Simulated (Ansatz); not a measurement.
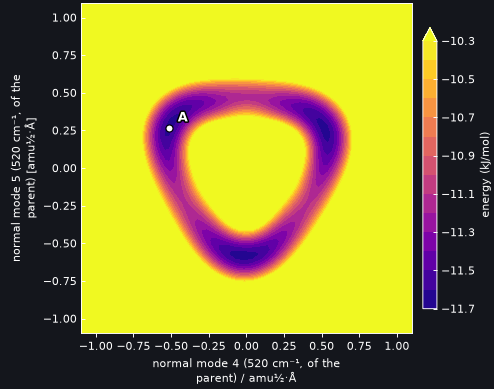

B3H3O3, charge +1, spin multiplicity 2. The first coordinate is: normal mode 4 (520 cm⁻¹, of the parent); the second: normal mode 5 (520 cm⁻¹, of the parent). Nothing is relaxed (straight displacements along the two mass-weighted modes). The grid has 15 × 15 points. Points are written as (first, second). Energies: kJ/mol, counted from the ion of charge +1 at the geometry of the relaxed parent of charge +0. Near the degeneracy a single determinant is a rough description. Level of theory: Ansatz 0.2.0, UKS PBE-D4/def2-SVP.

In the figure: filled contours, one colour for all values above the top of the scale, the point A. Between grid points the surface is interpolated.

Question: What is the easiest way out of the well at A, and how high is the barrier?

Answer: The easiest path leads from the well at about (−0.51 amu½·Å, 0.26 amu½·Å) to a well of about the same depth at about (0.51 amu½·Å, 0.26 amu½·Å). Its highest point lies about 0.5 kJ/mol above the bottom of the first well on the interpolated surface, at (0.000 amu½·Å, 0.471 amu½·Å). This is the barrier on the constrained surface; relaxing the other coordinates would change it.

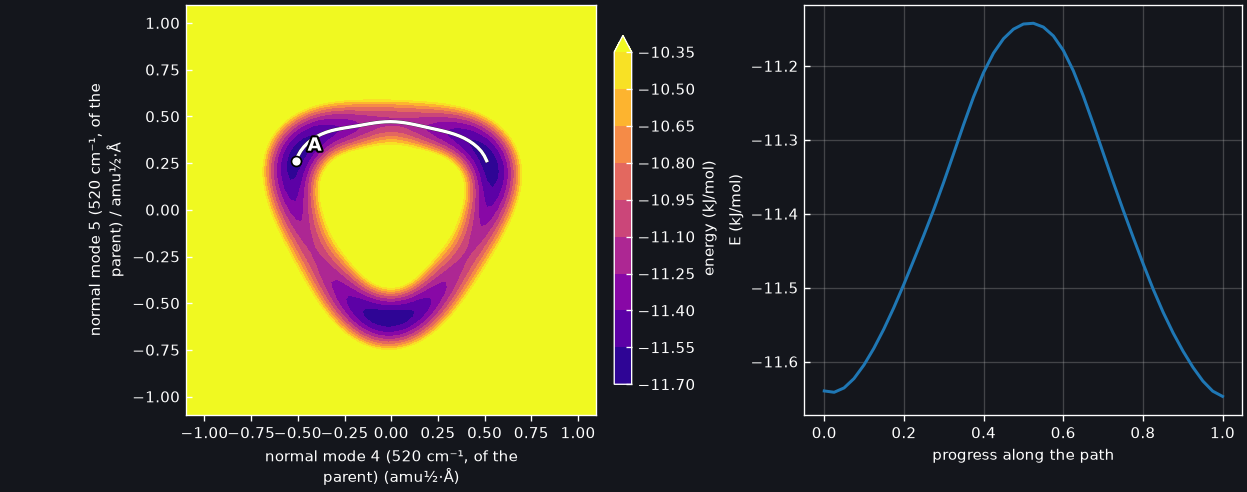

Drawn: filled contours, a line along the lowest path, one colour for all values above the top of the scale, the energy along the path at the right. Between grid points the surface is interpolated.
